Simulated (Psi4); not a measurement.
# CH5FOSi (SMILES CO[SiH2]F) at r2SCAN/def2-SVP

Aim: the vertical ionisation energy of CH5FOSi at r2SCAN/def2-SVP, from 2 runs. Input form: a Python script.

The calculation is run with Psi4 1.11.

2 further runs of the same task are left out: 2 set aside as unsound or not needed.

### Step 1. Starting point

CH5FOSi has 9 atoms, charge 0, and is taken as a singlet. As SMILES, `CO[SiH2]F`. The coordinates come from a PBE0-D4/def2-TZVP relaxation. This is one conformer, not always the lowest.

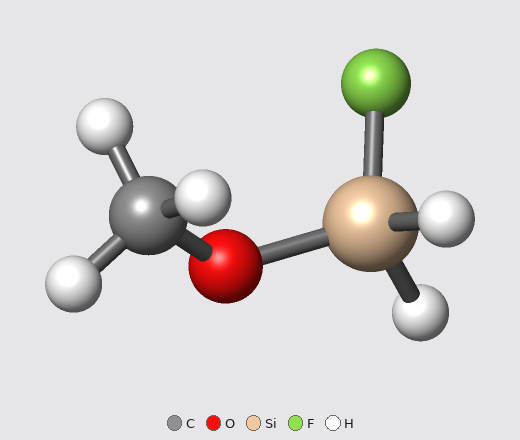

The structure, seen from a chosen angle (carbon grey, oxygen red, silicon light orange, fluorine green, hydrogen white).

### Step 2. The energy at r2SCAN/def2-SVP

Input file ch5fosi.py:

```python
import psi4

psi4.set_memory('1600 MB')
psi4.set_num_threads(1)
psi4.core.set_output_file('psi4.out', False)

m = psi4.geometry("""
0 1
C     -0.52950126     2.17450785    -1.30088746
O     -1.40520035    -0.12132042    -0.26078221
Si     0.31917474    -2.13104415     1.28482479
F      2.27145080    -3.52471717    -0.54820955
H      0.35829207     1.85004188    -3.13845715
H     -2.14653990     3.42720730    -1.55524460
H      0.83790456     3.10576489    -0.05480206
H     -1.41389309    -4.04722644     2.32795361
H      1.87536421    -0.82051908     3.21310133
units au
symmetry c1
no_reorient
no_com
""")

psi4.set_options({
    'basis': 'def2-SVP',
    'reference': 'rks',
    'puream': True,
    'e_convergence': 1e-09,
    'd_convergence': 1e-08,
    'scf_type': 'pk',
    'dft_radial_points': 99,
    'dft_spherical_points': 590,
})

E, wfn = psi4.energy("r2scan", return_wfn=True)
psi4.oeprop(wfn, "WIBERG_LOWDIN_INDICES", "MAYER_INDICES", "QUADRUPOLE", title="R2SCAN")
print(f'r2scan energy: {E:.10f} Eh')
for k, v in sorted(psi4.core.scalar_variables().items()):
    print(f'{k:45s} {v:18.10f}')
```

The run is started by

```
python ch5fosi.py
```

psi4.out:

```text
[...]
  Running in c1 symmetry.
[...]
  Nuclear repulsion =  182.271974624346029
[...]
  Multiplicity = 1
[...]
  Nalpha       = 21
  Nbeta        = 21
[...]
    Number of basis functions: 85
[...]
   @RKS iter   1:  -505.14555991567056   -3.00657e-01   8.28973e-03 ADIIS/DIIS
[...]
   @RKS iter  11:  -505.36138738403844   -9.72022e-12   9.32635e-09 DIIS
[...]
    Orbital Energies [Eh]
    ---------------------
    Doubly Occupied:
       1A    -65.872071     2A    -24.477666     3A    -18.970877
       4A    -10.109085     5A     -5.256929     6A     -3.604130
       7A     -3.601792     8A     -3.599624     9A     -1.119360
      10A     -0.980138    11A     -0.661202    12A     -0.519544
      13A     -0.453292    14A     -0.435759    15A     -0.434319
      16A     -0.398974    17A     -0.394463    18A     -0.365889
      19A     -0.315711    20A     -0.285623    21A     -0.273071
[...]
  @RKS Final Energy:  -505.36138738403844
   => Energetics <=
    Nuclear Repulsion Energy =            182.2719746243460293
    One-Electron Energy =               -1060.6370038571649275
    Two-Electron Energy =                 420.2335302503686307
    DFT Exchange-Correlation Energy =     -47.2298884015881910
    Empirical Dispersion Energy =           0.0000000000000000
    VV10 Nonlocal Energy =                  0.0000000000000000
    Total Energy =                       -505.3613873840384372
[...]
 Multipole Moments:
 ------------------------------------------------------------------------------------
     Multipole            Electronic (a.u.)      Nuclear  (a.u.)        Total (a.u.)
 ------------------------------------------------------------------------------------
 L = 1.  Multiply by 2.5417464519 to convert [e a0] to [Debye]
 Dipole X            :        -10.0220371           10.0040211           -0.0180161
 Dipole Y            :         46.6036354          -45.9653203            0.6383150
 Dipole Z            :         -3.8646825            3.9546298            0.0899473
 Magnitude           :                                                    0.6448730
 L = 2.  Multiply by 1.3450342976 to convert [e a0^2] to [Debye ang]
 Quadrupole XX       :       -101.2259528           76.2947229          -24.9312298
 Quadrupole XY       :         87.8894460          -87.0309170            0.8585290
[...]
```

The script printed:

```text
r2scan energy: -505.3613873840 Eh
CURRENT ENERGY                                   -505.3613873840
CURRENT REFERENCE ENERGY                         -505.3613873840
DD SOLVATION ENERGY                                 0.0000000000
DFT FUNCTIONAL TOTAL ENERGY                      -505.3613873840
DFT TOTAL ENERGY                                 -505.3613873840
DFT VV10 ENERGY                                     0.0000000000
DFT XC ENERGY                                     -47.2298884016
GRID ELECTRONS ALPHA                               21.0000005157
GRID ELECTRONS BETA                                21.0000005157
GRID ELECTRONS TOTAL                               42.0000010315
NUCLEAR REPULSION ENERGY                          182.2719746243
ONE-ELECTRON ENERGY                             -1060.6370038572
PCM POLARIZATION ENERGY                             0.0000000000
PE ENERGY                                           0.0000000000
SCF ITERATION ENERGY                             -505.3613873840
SCF ITERATIONS                                     11.0000000000
SCF TOTAL ENERGY                                 -505.3613873840
TWO-ELECTRON ENERGY                               420.2335302504
XC GRID RADIAL POINTS                              99.0000000000
XC GRID SPHERICAL POINTS                          590.0000000000
XC GRID TOTAL POINTS                           499002.0000000000
```

Wall time 49 s (1 thread of Intel Xeon Platinum 8259CL at 2.50GHz (Skylake/Cascade Lake), shared host); peak memory 0.95 GiB.

### Step 3. The doublet cation: energy and forces at U-r2SCAN/def2-SVP

Input file calc.py:

```python
import psi4

psi4.set_memory(1600000000)
psi4.set_num_threads(1)
psi4.core.set_output_file('ch5fosi.out', False)

molecule = psi4.geometry("""
1 2
C     -0.280200     1.150700    -0.688400
O     -0.743600    -0.064200    -0.138000
Si     0.168900    -1.127700     0.679900
F      1.202000    -1.865200    -0.290100
H      0.189600     0.979000    -1.660800
H     -1.135900     1.813600    -0.823000
H      0.443400     1.643500    -0.029000
H     -0.748200    -2.141700     1.231900
H      0.992400    -0.434200     1.700300
symmetry c1
no_reorient
no_com
""")

psi4.set_options({
    'reference': 'uks',
    'puream': True,
    'e_convergence': 1e-09,
    'd_convergence': 1e-08,
    'scf_type': 'pk',
    'dft_radial_points': 99,
    'dft_spherical_points': 590,
    'maxiter': 100,
})

e, wfn = psi4.gradient("r2scan/def2-SVP", molecule=molecule, return_wfn=True)
print('gradient / Eh bohr^-1')
print(e.np.round(6))
print(f'energy = {wfn.energy():.10f} Eh')
```

The run is started by

```
python calc.py
```

ch5fosi.out (excerpt; [...] marks lines left out):

```text
[...]
  Running in c1 symmetry.
[...]
  Nuclear repulsion =  182.271974550983259
[...]
  Multiplicity = 2
[...]
  Nalpha       = 21
  Nbeta        = 20
[...]
    Number of basis functions: 85
[...]
   @UKS iter   1:  -504.74782121758841    9.70814e-02   7.66215e-03 DIIS/ADIIS
[...]
   @UKS iter  20:  -504.96395046091789   -3.97904e-13   2.91562e-09 DIIS
[...]
   @S^2 Observed:                7.564510561E-01
[...]
  @UKS Final Energy:  -504.96395046091789
   => Energetics <=
    Nuclear Repulsion Energy =            182.2719745509832592
    One-Electron Energy =               -1049.9613892918923739
    Two-Electron Energy =                 409.5772845929994901
    DFT Exchange-Correlation Energy =     -46.8518203130082682
    Empirical Dispersion Energy =           0.0000000000000000
    VV10 Nonlocal Energy =                  0.0000000000000000
    Total Energy =                       -504.9639504609178857
[...]
 Multipole Moments:
 ------------------------------------------------------------------------------------
     Multipole            Electronic (a.u.)      Nuclear  (a.u.)        Total (a.u.)
 ------------------------------------------------------------------------------------
 L = 1.  Multiply by 2.5417464519 to convert [e a0] to [Debye]
 Dipole X            :        -10.0150410           10.0040211           -0.0110199
 Dipole Y            :         46.1725166          -45.9653203            0.2071963
 Dipole Z            :         -3.4052780            3.9546299            0.5493519
 Magnitude           :                                                    0.5872301
[...]
  -Total Gradient:
     Atom            X                  Y                   Z
    ------   -----------------  -----------------  -----------------
       1        0.030017680269    -0.000893786790     0.007533584996
       2        0.002769183801    -0.051817771694     0.004256036582
       3       -0.015201879891     0.061940475808    -0.008614635206
       4       -0.003939672580    -0.004862033303     0.002295035896
       5       -0.010655642368     0.003064524103     0.010373510759
       6        0.005046402302    -0.001013531601     0.001678320607
       7       -0.011435987398     0.001936712933    -0.004772697164
       8        0.003008870248     0.003177843181    -0.003689063956
       9        0.000327875042    -0.011618474665    -0.008875657506
[...]
```

On the terminal:

```text
gradient / Eh bohr^-1
[[ 0.030018 -0.000894  0.007534]
 [ 0.002769 -0.051818  0.004256]
 [-0.015202  0.06194  -0.008615]
 [-0.00394  -0.004862  0.002295]
 [-0.010656  0.003065  0.010374]
 [ 0.005046 -0.001014  0.001678]
 [-0.011436  0.001937 -0.004773]
 [ 0.003009  0.003178 -0.003689]
 [ 0.000328 -0.011618 -0.008876]]
energy = -504.9639504609 Eh
```

It took 2.3 min on 1 thread of Intel Xeon Platinum 8259CL at 2.50GHz (Skylake/Cascade Lake), shared host; peak memory 0.95 GiB.

### Step 4. Results

Level: r2SCAN/def2-SVP.

| quantity | value |
| --- | --- |
| singlet CH5FOSi: total energy | -505.36139 Eh |
| singlet CH5FOSi: dipole moment | 1.64 D |
| singlet CH5FOSi: HOMO energy | -7.43 eV |
| singlet CH5FOSi: LUMO energy | 1.00 eV |
| singlet CH5FOSi: HOMO–LUMO gap | 8.44 eV |
| doublet cation: total energy | -504.96395 Eh |
| doublet cation: HOMO energy (highest over α and β) | -14.49 eV |
| doublet cation: LUMO energy (lowest over α and β) | -14.04 eV |
| doublet cation: ⟨S²⟩ | 0.756 |
| doublet cation: largest force on an atom | 3.309 eV/Å |
| vertical ionisation energy (to the doublet cation) | 10.815 eV |

What this shows: Removing an electron at fixed nuclei costs 10.81 eV (1043 kJ/mol). The negative HOMO energy of the first species, 7.43 eV, lies 3.38 eV below that difference.
